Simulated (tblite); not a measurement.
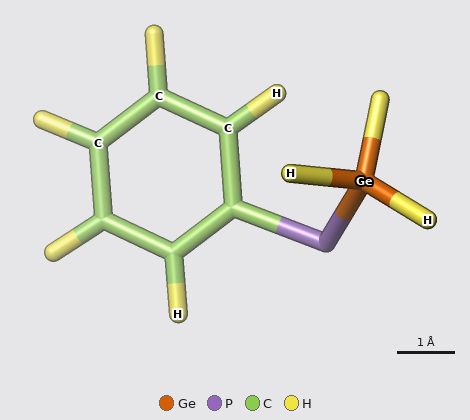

**Figure 1.** The input geometry (stick view, seen at a tilt). Sticks mark near contacts. Bond lengths as drawn: C–C 1.36 to 1.41 Å, C–H 1.08 to 1.11 Å, C–P 1.80 Å, Ge–H 1.52 to 1.58 Å and Ge–P 2.27 Å.

## Geometry relaxation of C$_{6}$H$_{8}$GeP (charge −1) (part 1 of 2)

C$_{6}$H$_{8}$GeP, charge −1, SMILES [GeH3][P-]c1ccccc1, computed with GFN2-xTB geometry optimisation, gas phase (tblite 0.8.0).

It belongs to a series of runs on one base structure; here: GeMe3 replaced by Ph.

### Output
```
step      E/eV     max force
  0    -586.05354    2.593
  1    -586.22875    1.491
  2    -586.35584    1.097
  3    -586.51553    0.824
  4    -586.56601    0.678
  5    -586.61544    0.465
  6    -586.63372    0.316
  7    -586.64366    0.256
  8    -586.64909    0.210
  9    -586.65403    0.162
 10    -586.65689    0.130
 11    -586.65910    0.113
 12    -586.66064    0.129
 13    -586.66229    0.119
 14    -586.66459    0.151
 15    -586.66770    0.183
 16    -586.67104    0.152
 17    -586.67393    0.124
 18    -586.67598    0.131
 19    -586.67751    0.119
 20    -586.67900    0.099
 21    -586.68069    0.105
 22    -586.68287    0.130
 23    -586.68582    0.163
 24    -586.68922    0.179
 25    -586.69214    0.149
 26    -586.69452    0.124
 27    -586.69680    0.136
 28    -586.69929    0.145
 29    -586.70224    0.154
 30    -586.70543    0.133
 31    -586.70873    0.175
 32    -586.71242    0.237
 33    -586.71696    0.264
 34    -586.72263    0.238
 35    -586.72908    0.198
 36    -586.73547    0.174
 37    -586.74132    0.234
 38    -586.74713    0.261
 39    -586.75314    0.209
 40    -586.75853    0.169
 41    -586.75932    0.164
 42    -586.76370    0.171
 43    -586.76530    0.104
 44    -586.76778    0.092
 45    -586.77021    0.103
 46    -586.77278    0.132
 47    -586.77473    0.130
 48    -586.77626    0.082
 49    -586.77780    0.104
 50    -586.77959    0.111
 51    -586.78118    0.113
 52    -586.78220    0.063
 53    -586.78283    0.052
 54    -586.78344    0.059
 55    -586.78417    0.059
 56    -586.78488    0.060
 57    -586.78531    0.040
 58    -586.78550    0.029
 59    -586.78567    0.027
 60    -586.78591    0.043
 61    -586.78626    0.057
 62    -586.78669    0.059
 63    -586.78705    0.039
 64    -586.78728    0.028
 65    -586.78743    0.028
 66    -586.78757    0.024
 67    -586.78768    0.020
 68    -586.78775    0.018
 69    -586.78781    0.020
 70    -586.78789    0.021
 71    -586.78798    0.020
 72    -586.78806    0.022
 73    -586.78814    0.024
 74    -586.78822    0.026
 75    -586.78837    0.030
 76    -586.78859    0.030
 77    -586.78884    0.029
 78    -586.78905    0.033
 79    -586.78922    0.039
 80    -586.78941    0.038
 81    -586.78967    0.034
 82    -586.78998    0.035
 83    -586.79024    0.033
 84    -586.79043    0.032
 85    -586.79056    0.025
 86    -586.79069    0.024
 87    -586.79079    0.026
 88    -586.79085    0.019
 89    -586.79089    0.013
 90    -586.79093    0.016
 91    -586.79097    0.013
 92    -586.79099    0.011
 93    -586.79101    0.010
```

### Trajectory as extended XYZ (Å, eV, eV/Å), 30 of the 94 frames kept, from step=0 to step=93
```
16
Properties=species:S:1:pos:R:3:forces:R:3 step=0 energy=-586.05354
Ge    3.1307   -0.2602    0.1503   -2.0500   0.0030  -0.5080
P     1.6147   -0.5439   -1.5198    0.4780  -0.9790  -0.9100
C     0.0177   -0.2567   -0.7475    2.2540   1.2230   0.3870
C    -1.0482   -1.0901   -0.9114   -1.7180  -0.5520   0.2910
C    -2.2488   -0.7790   -0.2671    0.6820  -0.1120  -0.5700
C    -2.3307    0.3771    0.4736   -0.9290   0.1370   0.4560
C    -1.2589    1.2329    0.6256    0.7770   0.6770   0.2440
C    -0.0589    0.9254    0.0143   -0.8790  -0.1410   0.3510
H     3.1659    1.2540    0.4195    0.7100  -0.1150   0.4840
H     4.4728   -0.8999   -0.1445    0.0380   0.2450   0.3040
H     2.4460   -0.8646    1.4351    0.7340   0.2790  -0.0850
H    -0.9770   -2.0011   -1.4912    0.1680   0.0900  -0.0360
H    -3.1335   -1.4003   -0.3411    0.1250  -0.1580  -0.1110
H    -3.2897    0.5793    0.9453    0.0940   0.2380   0.1160
H    -1.3184    2.1597    1.2278   -0.2150  -0.5740  -0.3090
H     0.8087    1.5764    0.1196   -0.2700  -0.2600  -0.1050
16
Properties=species:S:1:pos:R:3:forces:R:3 step=3 energy=-586.51553
Ge    2.9888   -0.2598    0.1050    0.4150   0.1120  -0.1480
P     1.6368   -0.6308   -1.6017   -0.6430  -0.3720  -0.3570
C     0.0910   -0.2423   -0.7368   -0.4520  -0.3960  -0.2320
C    -1.0475   -1.0748   -0.8985    0.2930   0.0540  -0.0150
C    -2.2416   -0.7618   -0.2782    0.1310   0.0690   0.0240
C    -2.3520    0.3926    0.4934   -0.2400  -0.2830  -0.1120
C    -1.2662    1.2349    0.6377    0.1100  -0.1530  -0.0860
C    -0.0746    0.9186    0.0303    0.2640  -0.3280  -0.1910
H     3.2294    1.2416    0.4638    0.3010  -0.1860   0.2220
H     4.4559   -0.8690   -0.1131   -0.5870   0.3640   0.2340
H     2.5073   -0.8416    1.4328    0.1900   0.0520   0.1760
H    -0.9656   -1.9922   -1.4933    0.0480   0.4270   0.2080
H    -3.1175   -1.4116   -0.3526    0.2930   0.0740  -0.1210
H    -3.3000    0.6041    0.9647   -0.0870   0.1550   0.1300
H    -1.3365    2.1394    1.2191   -0.1050   0.1680   0.1390
H     0.7848    1.5616    0.1158    0.0700   0.2420   0.1290
16
Properties=species:S:1:pos:R:3:forces:R:3 step=6 energy=-586.63372
Ge    2.9608   -0.2494    0.0712    0.1510   0.0660  -0.0550
P     1.5946   -0.6985   -1.6571   -0.1440  -0.0320   0.2800
C     0.0942   -0.2598   -0.7521   -0.0300   0.1930  -0.0290
C    -1.0369   -1.0647   -0.8917   -0.2890  -0.0260   0.0320
C    -2.2333   -0.7521   -0.2791   -0.0430  -0.0840   0.0390
C    -2.3672    0.3884    0.4957    0.1030   0.1520   0.0640
C    -1.2631    1.2204    0.6359    0.1490  -0.0460  -0.0540
C    -0.0631    0.8975    0.0271   -0.0640   0.1210   0.0600
H     3.2827    1.2185    0.5009    0.0990  -0.1140   0.0290
H     4.3983   -0.8243   -0.0804   -0.1780   0.1170   0.0360
H     2.5508   -0.8260    1.4440    0.0570   0.0610  -0.0530
H    -0.9561   -1.9618   -1.4831   -0.0090  -0.1360  -0.1150
H    -3.0867   -1.4132   -0.3705   -0.0150  -0.0960  -0.1180
H    -3.3103    0.6259    0.9819    0.1190  -0.0260  -0.0710
H    -1.3505    2.1362    1.2213    0.0750  -0.1610  -0.0930
H     0.7781    1.5720    0.1245    0.0200   0.0110   0.0470
16
Properties=species:S:1:pos:R:3:forces:R:3 step=10 energy=-586.65689
Ge    2.9643   -0.2367    0.0647   -0.0200   0.0450   0.0830
P     1.5743   -0.7158   -1.6299    0.0060  -0.0740   0.0220
C     0.0775   -0.2486   -0.7563   -0.0140  -0.0980  -0.0120
C    -1.0531   -1.0654   -0.8953    0.0160   0.0210  -0.0450
C    -2.2418   -0.7576   -0.2736   -0.0120  -0.0650  -0.0990
C    -2.3595    0.3906    0.4962   -0.0450  -0.0860  -0.0240
C    -1.2545    1.2160    0.6340   -0.0350  -0.0080  -0.0040
C    -0.0593    0.9054    0.0261   -0.0090  -0.0170  -0.0360
H     3.3069    1.2035    0.5109    0.0800   0.0550   0.0190
H     4.3764   -0.8060   -0.0737    0.0460  -0.0080  -0.0510
H     2.5660   -0.8134    1.4355    0.0210   0.0420  -0.0170
H    -0.9593   -1.9664   -1.4911   -0.0460   0.0600   0.0170
H    -3.0887   -1.4255   -0.3863   -0.0550   0.0130   0.0170
H    -3.2987    0.6297    0.9787   -0.0030   0.0360   0.0300
H    -1.3410    2.1234    1.2160    0.0240   0.0910   0.0900
H     0.7829    1.5759    0.1326    0.0460  -0.0060   0.0090
16
Properties=species:S:1:pos:R:3:forces:R:3 step=13 energy=-586.66229
Ge    2.9603   -0.2259    0.0705    0.1140   0.0240  -0.0260
P     1.5711   -0.7337   -1.6171    0.0220  -0.0450   0.0100
C     0.0732   -0.2524   -0.7570    0.0330   0.0020   0.0080
C    -1.0586   -1.0638   -0.9026   -0.0490  -0.0060   0.0000
C    -2.2486   -0.7629   -0.2815   -0.0250   0.0750   0.0030
C    -2.3604    0.3836    0.4941   -0.0060   0.0710   0.0180
C    -1.2562    1.2147    0.6337    0.0160   0.0010  -0.0120
C    -0.0602    0.9064    0.0224   -0.0220  -0.0380   0.0140
H     3.3278    1.2063    0.5178    0.0480   0.0810   0.0080
H     4.3750   -0.8004   -0.0782   -0.0100  -0.0010  -0.0480
H     2.5751   -0.8030    1.4318   -0.0160   0.0040   0.0970
H    -0.9663   -1.9636   -1.4947   -0.0140  -0.0250  -0.0560
H    -3.0980   -1.4296   -0.3906   -0.0130   0.0320   0.0030
H    -3.2948    0.6348    0.9813   -0.0170  -0.0290   0.0100
H    -1.3348    2.1251    1.2228   -0.0190  -0.0800  -0.0130
H     0.7879    1.5736    0.1359   -0.0440  -0.0670  -0.0170
16
Properties=species:S:1:pos:R:3:forces:R:3 step=16 energy=-586.67104
Ge    2.9799   -0.2013    0.0805   -0.0890  -0.0130  -0.0670
P     1.5728   -0.7717   -1.5886    0.0540   0.0500   0.1110
C     0.0690   -0.2655   -0.7574   -0.0820  -0.0040  -0.0200
C    -1.0754   -1.0621   -0.9176    0.0160  -0.0140   0.0200
C    -2.2657   -0.7577   -0.2978    0.0080   0.0840   0.0890
C    -2.3655    0.3828    0.4916    0.0020   0.1040  -0.0100
C    -1.2586    1.2120    0.6307    0.0060  -0.0520   0.0110
C    -0.0655    0.8973    0.0172    0.0350  -0.0500   0.0450
H     3.3736    1.2333    0.5290    0.0090  -0.0020  -0.0290
H     4.3771   -0.7949   -0.1010    0.0500  -0.0160  -0.0010
H     2.5856   -0.7831    1.4467    0.0620   0.0590   0.0300
H    -0.9844   -1.9610   -1.5120   -0.0290  -0.0250  -0.0510
H    -3.1189   -1.4256   -0.3952    0.0590   0.0970  -0.0370
H    -3.2933    0.6370    0.9891   -0.0400  -0.0480   0.0010
H    -1.3276    2.1151    1.2358   -0.0270  -0.1260  -0.0810
H     0.7894    1.5544    0.1377   -0.0350  -0.0440  -0.0110
16
Properties=species:S:1:pos:R:3:forces:R:3 step=19 energy=-586.67751
Ge    2.9873   -0.1852    0.0832    0.0030  -0.0050   0.0710
P     1.5769   -0.7937   -1.5597   -0.0300   0.0270  -0.0230
C     0.0612   -0.2758   -0.7599    0.0290  -0.0300   0.0090
C    -1.0878   -1.0634   -0.9256    0.0100  -0.0130  -0.0010
C    -2.2742   -0.7471   -0.3023    0.0350  -0.0460  -0.0270
C    -2.3719    0.3906    0.4885   -0.0330  -0.0560  -0.0140
C    -1.2579    1.2042    0.6295   -0.0040  -0.0220   0.0240
C    -0.0671    0.8835    0.0184   -0.0030  -0.0310   0.0190
H     3.4065    1.2513    0.5327   -0.0290  -0.0510  -0.0670
H     4.3821   -0.7919   -0.1168   -0.0020   0.0040   0.0180
H     2.6014   -0.7612    1.4609    0.0890   0.0790  -0.0100
H    -1.0015   -1.9597   -1.5285   -0.0610   0.0280   0.0140
H    -3.1275   -1.4106   -0.4030   -0.0200   0.0540  -0.0410
H    -3.2974    0.6339    0.9951   -0.0260   0.0030  -0.0090
H    -1.3257    2.0976    1.2382    0.0080   0.0640   0.0210
H     0.7879    1.5365    0.1381    0.0350  -0.0040   0.0150
16
Properties=species:S:1:pos:R:3:forces:R:3 step=22 energy=-586.68287
Ge    2.9913   -0.1736    0.0933    0.0980  -0.0320  -0.0700
P     1.5773   -0.8075   -1.5394    0.0360  -0.0130  -0.0770
C     0.0582   -0.2886   -0.7588    0.0330   0.0110   0.0810
C    -1.0953   -1.0661   -0.9318   -0.0170   0.0130   0.0030
C    -2.2776   -0.7436   -0.3081   -0.0750   0.0140  -0.0260
C    -2.3802    0.3905    0.4852    0.0620  -0.0100   0.0660
C    -1.2587    1.1937    0.6343   -0.0020   0.0510   0.0320
C    -0.0678    0.8674    0.0250   -0.0180   0.0400   0.0340
H     3.4294    1.2559    0.5227   -0.0310   0.0160  -0.0680
H     4.3849   -0.7877   -0.1250   -0.0520   0.0190   0.0280
H     2.6339   -0.7271    1.4732    0.0380   0.0120   0.1030
H    -1.0270   -1.9560   -1.5421   -0.0040  -0.0390  -0.0280
H    -3.1388   -1.3891   -0.4198   -0.0930  -0.0660  -0.0630
H    -3.3054    0.6311    0.9972    0.0250   0.0000  -0.0580
H    -1.3229    2.0907    1.2411    0.0170   0.0200   0.0070
H     0.7911    1.5190    0.1416   -0.0180  -0.0340   0.0350
16
Properties=species:S:1:pos:R:3:forces:R:3 step=26 energy=-586.69452
Ge    3.0181   -0.1610    0.1016   -0.0970  -0.0280  -0.0120
P     1.5861   -0.8316   -1.5085   -0.0830  -0.0220   0.0450
C     0.0549   -0.3202   -0.7376   -0.0730  -0.0220  -0.0120
C    -1.1155   -1.0718   -0.9436   -0.0310   0.0000   0.0150
C    -2.3007   -0.7334   -0.3287   -0.0170   0.0150  -0.0130
C    -2.3864    0.3842    0.4912   -0.0080  -0.0020  -0.0230
C    -1.2603    1.1798    0.6527    0.0180  -0.0330  -0.0150
C    -0.0718    0.8361    0.0485    0.0290  -0.0270  -0.0010
H     3.4650    1.2745    0.4735   -0.0100   0.0860  -0.0880
H     4.3896   -0.7802   -0.1369    0.0990  -0.0380   0.0090
H     2.7168   -0.6472    1.5265    0.0080  -0.0200   0.0100
H    -1.0831   -1.9520   -1.5758    0.1130   0.0490   0.0170
H    -3.1832   -1.3501   -0.4735    0.0440  -0.0040  -0.0290
H    -3.3194    0.6249    0.9865    0.0160   0.0560  -0.0030
H    -1.3140    2.0836    1.2513   -0.0130  -0.0370   0.0190
H     0.7963    1.4735    0.1614    0.0050   0.0260   0.0810
16
Properties=species:S:1:pos:R:3:forces:R:3 step=29 energy=-586.70224
Ge    3.0196   -0.1628    0.0991    0.0680   0.0420   0.1320
P     1.5754   -0.8475   -1.4911   -0.0670  -0.1020  -0.0090
C     0.0433   -0.3351   -0.7252    0.0820   0.0590  -0.0090
C    -1.1307   -1.0740   -0.9457    0.0500   0.0220  -0.0180
C    -2.3176   -0.7263   -0.3408    0.0650  -0.0510  -0.0260
C    -2.3878    0.3816    0.4929   -0.0950   0.0140  -0.0900
C    -1.2577    1.1698    0.6608   -0.0370  -0.0380   0.0160
C    -0.0694    0.8202    0.0628   -0.0230   0.0050   0.0440
H     3.4752    1.2968    0.4285   -0.0480  -0.0310  -0.1010
H     4.4048   -0.7817   -0.1372   -0.0100   0.0030  -0.0010
H     2.7590   -0.6135    1.5573   -0.0070   0.0120  -0.0990
H    -1.0871   -1.9441   -1.5894    0.0430   0.0140   0.0160
H    -3.2000   -1.3367   -0.5079    0.0000   0.0380   0.0260
H    -3.3217    0.6332    0.9773   -0.0320   0.0680   0.0420
H    -1.3114    2.0734    1.2590   -0.0100  -0.0330   0.0400
H     0.7987    1.4556    0.1883    0.0220  -0.0210   0.0380
16
Properties=species:S:1:pos:R:3:forces:R:3 step=32 energy=-586.71242
Ge    3.0319   -0.1578    0.1125    0.0810  -0.0120  -0.1500
P     1.5580   -0.8897   -1.4582    0.2030  -0.0780   0.0950
C     0.0367   -0.3529   -0.7068    0.0390   0.0290   0.0230
C    -1.1442   -1.0734   -0.9530    0.0430   0.0470  -0.0100
C    -2.3349   -0.7196   -0.3628   -0.0300   0.0560  -0.0030
C    -2.4056    0.3820    0.4810    0.0160   0.0630  -0.0050
C    -1.2624    1.1465    0.6779   -0.0520   0.0440   0.0080
C    -0.0690    0.7926    0.0945   -0.0190   0.0320   0.0360
H     3.4873    1.3240    0.3412   -0.0520  -0.0830  -0.0520
H     4.4252   -0.7816   -0.1391   -0.1100   0.0540   0.0170
H     2.8312   -0.5498    1.5916   -0.0420   0.0170  -0.0530
H    -1.0956   -1.9303   -1.6116    0.0090  -0.0340   0.0020
H    -3.2280   -1.3029   -0.5602   -0.0070  -0.0220   0.0270
H    -3.3340    0.6534    0.9691   -0.0200  -0.0120  -0.0470
H    -1.3098    2.0497    1.2776   -0.0370  -0.0480   0.0660
H     0.8054    1.4187    0.2353   -0.0220  -0.0520   0.0470
16
Properties=species:S:1:pos:R:3:forces:R:3 step=35 energy=-586.72908
Ge    3.0632   -0.1544    0.1110   -0.1330  -0.0090  -0.1460
P     1.5641   -0.9627   -1.3917    0.0210   0.0190   0.1470
C     0.0391   -0.3681   -0.6782   -0.0410  -0.1430   0.0010
C    -1.1527   -1.0631   -0.9641   -0.0310   0.0060   0.0140
C    -2.3567   -0.7035   -0.3965    0.0020   0.1340  -0.0540
C    -2.4327    0.3931    0.4571    0.0980  -0.0080   0.0660
C    -1.2771    1.1217    0.7024    0.0760   0.0720  -0.0450
C    -0.0722    0.7609    0.1462    0.0420  -0.0630  -0.0840
H     3.4813    1.3412    0.1977   -0.0010  -0.0400   0.0260
H     4.4372   -0.7745   -0.1369    0.0620  -0.0060  -0.0350
H     2.9176   -0.4611    1.6158   -0.0540   0.0580  -0.0550
H    -1.0965   -1.9144   -1.6352   -0.0270   0.0530   0.0740
H    -3.2628   -1.2601   -0.6244    0.1100  -0.0270   0.0100
H    -3.3560    0.6837    0.9469   -0.0310  -0.0940  -0.1420
H    -1.3170    2.0087    1.3215   -0.0640   0.0410   0.1160
H     0.8134    1.3614    0.3172   -0.0300   0.0070   0.1090
16
Properties=species:S:1:pos:R:3:forces:R:3 step=38 energy=-586.74713
Ge    3.0840   -0.1403    0.0932    0.0060   0.0390   0.1320
P     1.5677   -1.0584   -1.2876   -0.2370  -0.0590  -0.0930
C     0.0356   -0.3991   -0.6471    0.0220   0.0030   0.0940
C    -1.1695   -1.0491   -0.9789    0.0490  -0.0150   0.0170
C    -2.3813   -0.6676   -0.4429    0.1010  -0.0080  -0.0280
C    -2.4492    0.4081    0.4364    0.0350  -0.0130  -0.0160
C    -1.2832    1.1052    0.7217    0.0040   0.0060   0.0420
C    -0.0722    0.7220    0.1902   -0.0150   0.0270   0.0460
H     3.4890    1.3554    0.0549   -0.0090   0.0000   0.0470
H     4.4549   -0.7628   -0.1459    0.0740  -0.0340  -0.0770
H     2.9998   -0.3530    1.6257   -0.0590   0.0920  -0.0990
H    -1.1038   -1.8927   -1.6548   -0.0900  -0.0240   0.0150
H    -3.2856   -1.2202   -0.6907    0.1040   0.0580  -0.0070
H    -3.3816    0.7050    0.9041   -0.0120  -0.0550  -0.1040
H    -1.3305    1.9607    1.3874    0.0320   0.0200  -0.0080
H     0.8181    1.2959    0.4229   -0.0040  -0.0370   0.0400
16
Properties=species:S:1:pos:R:3:forces:R:3 step=42 energy=-586.76370
Ge    3.1037   -0.1341    0.0843    0.0370  -0.0670  -0.1530
P     1.5403   -1.1637   -1.1826    0.0960  -0.0080  -0.0120
C     0.0362   -0.4348   -0.5840   -0.0090   0.0160   0.0170
C    -1.1699   -1.0387   -0.9851   -0.0300  -0.0480   0.0030
C    -2.3831   -0.6253   -0.4950   -0.0490  -0.0290   0.0390
C    -2.4631    0.4259    0.4083   -0.0310   0.0120  -0.0210
C    -1.2934    1.0812    0.7642   -0.0200  -0.0090   0.0520
C    -0.0734    0.6744    0.2709   -0.0280  -0.0500   0.0720
H     3.4677    1.3490   -0.1364    0.0140   0.0470   0.0610
H     4.4862   -0.7552   -0.1589   -0.0430   0.0050  -0.0570
H     3.1060   -0.1852    1.6176   -0.0790   0.0560   0.0620
H    -1.1350   -1.8732   -1.6731    0.0940  -0.0280  -0.0140
H    -3.2879   -1.1449   -0.7877   -0.0470  -0.0070  -0.0630
H    -3.4220    0.7162    0.8201    0.0340   0.0750   0.0110
H    -1.3441    1.9116    1.4599    0.0410   0.0540  -0.0180
H     0.8241    1.2057    0.5659    0.0200  -0.0170   0.0220
16
Properties=species:S:1:pos:R:3:forces:R:3 step=45 energy=-586.77021
Ge    3.1121   -0.1370    0.0708   -0.0490   0.0720   0.0340
P     1.5424   -1.1780   -1.1728   -0.0590   0.0710   0.0270
C     0.0343   -0.4390   -0.5746    0.0180  -0.0830  -0.0090
C    -1.1719   -1.0417   -0.9843    0.0190  -0.0060   0.0390
C    -2.3882   -0.6253   -0.4988    0.0320  -0.0130  -0.0150
C    -2.4673    0.4293    0.4020    0.0100  -0.0040   0.0230
C    -1.2980    1.0764    0.7744    0.0640  -0.0190  -0.0190
C    -0.0766    0.6638    0.2892    0.0580  -0.0680  -0.0100
H     3.4683    1.3577   -0.1483    0.0040  -0.0350   0.0400
H     4.4885   -0.7562   -0.1711    0.0260  -0.0150  -0.0450
H     3.1037   -0.1615    1.6204   -0.0470   0.0250  -0.0880
H    -1.1240   -1.8739   -1.6772    0.0330   0.0200   0.0330
H    -3.2939   -1.1373   -0.8048   -0.0260   0.0080  -0.0320
H    -3.4216    0.7298    0.8130   -0.0450   0.0550  -0.0040
H    -1.3399    1.9112    1.4658   -0.0200   0.0210  -0.0120
H     0.8246    1.1906    0.5849   -0.0190  -0.0300   0.0360
16
Properties=species:S:1:pos:R:3:forces:R:3 step=48 energy=-586.77626
Ge    3.1169   -0.1327    0.0483   -0.0100   0.0520   0.0540
P     1.5318   -1.2168   -1.1326    0.0530   0.0480  -0.0230
C     0.0361   -0.4576   -0.5441    0.0100  -0.0400   0.0410
C    -1.1677   -1.0441   -0.9780   -0.0100  -0.0010   0.0380
C    -2.3865   -0.6134   -0.5149   -0.0330   0.0150   0.0020
C    -2.4713    0.4409    0.3887    0.0090  -0.0230   0.0250
C    -1.2995    1.0661    0.7949    0.0020  -0.0280  -0.0420
C    -0.0749    0.6353    0.3319    0.0180  -0.0120  -0.0020
H     3.4586    1.3562   -0.1969    0.0150   0.0060  -0.0290
H     4.4985   -0.7560   -0.1974   -0.0530   0.0290   0.0120
H     3.1035   -0.0903    1.5953    0.0030  -0.0450  -0.0520
H    -1.1096   -1.8708   -1.6759   -0.0070   0.0070   0.0270
H    -3.2917   -1.1113   -0.8476   -0.0170   0.0340  -0.0050
H    -3.4345    0.7539    0.7741    0.0270   0.0460  -0.0140
H    -1.3419    1.9010    1.4901   -0.0230  -0.0520  -0.0590
H     0.8246    1.1484    0.6529    0.0160  -0.0360   0.0260
```
